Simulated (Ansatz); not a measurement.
**Fields on a plane of TiAl (CuAu type, space group P4/mmm)**

```
TiAl
1.0
    2.81288     0.00000     0.00000
    0.00000     2.81288     0.00000
    0.00000     0.00000     4.05874
Al Ti
1 1
Direct
  0.50000   0.50000   0.50000
  0.00000   0.00000   0.00000
```

The slice is a (001) plane (indices of the conventional cell) through the point (0.500, 0.500, 0.500) (fractional), spanned by u = [100] and v = [010] in vectors of this cell: u (2.81 Å) and v (2.81 Å, at 90° to u). It covers one period; positions are fractions (u, v).

Atoms on it: Al at (0.00, 0.00).

These are r2SCAN (plane waves to 500 eV, PAW, scalar-relativistic; Ansatz, a program for electronic structure) values and carry that method's errors. k mesh 16×16×12. Inside the PAW spheres the values are not all-electron values, and peaks at nuclei hang on which shells count as valence. The PAW data are Ansatz's earlier set. TiAl is run without spin polarisation. TiAl was relaxed with its symmetry unable to fall.

```
|xxxxxxxx  --##%%@@@@@@@@@@%%##--  xxxxxx|
|xxxxxx  ..==##%%@@@@@@@@@@%%##==..  xxxx|
|xxxx    ::++##%%%%@@@@@@%%%%##++::    xx|
|    ..::==**##%%%%%%%%%%%%%%##**==::..  |
|----==++**######################**++==--|
|##################******################|
|@@%%%%%%%%####**************####%%%%%%%%|
|@@@@@@%%%%####****++++++****####%%%%@@@@|
|@@@@@@@@%%##****++++++++++****##%%@@@@@@|
|@@@@@@@@%%##****++++++++++****##%%@@@@@@|
|@@@@@@@@%%##****++++++++++****##%%@@@@@@|
|@@@@@@%%%%####****++++++****####%%%%@@@@|
|@@%%%%%%%%####**************####%%%%%%%%|
|##################******################|
|----==++**######################**++==--|
|    ..::==**##%%%%%%%%%%%%%%##**==::..  |
|xxxx    ::++##%%%%@@@@@@%%%%##++::    xx|
|xxxxxx  ..==##%%@@@@@@@@@@%%##==..  xxxx|
|xxxxxxxx  --##%%@@@@@@@@@@%%##--  xxxxxx|
|xxxxxxxx  --##@@@@@@@@@@@@@@##--  xxxxxx|
```
Scale: ten equal steps from 0.04 (start of ' ') to 0.70 (end of '@'), in the order ' .:-=+*#%@'. Values: electron localisation function (ELF). The map has 20 points along u (two characters each, u = 0 at the left) and 20 along v (v = 0 in the bottom row). Points within 0.5 Å of a nucleus are blanked (x), as the pseudised field means little there.

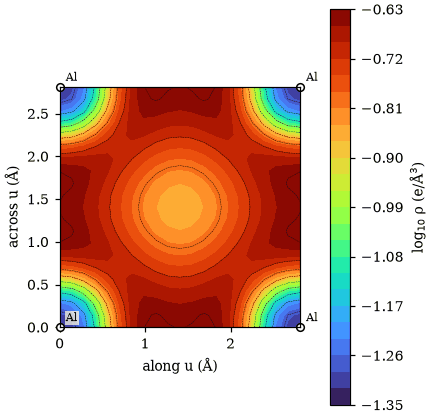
Log₁₀ of the valence density in e/Å³, one period of the plane, atoms marked. The scale is logarithmic, as a density can span decades between atoms and voids.

| Quantity | Value |
|---|---|
| Density on the Al–Al line (2.81 Å) at its midpoint | 0.23 e/Å³ |
| ELF at that point | 0.70 |
| ELF maximum in the middle third of the Al–Al line | 0.70, 1.4 Å from Al |
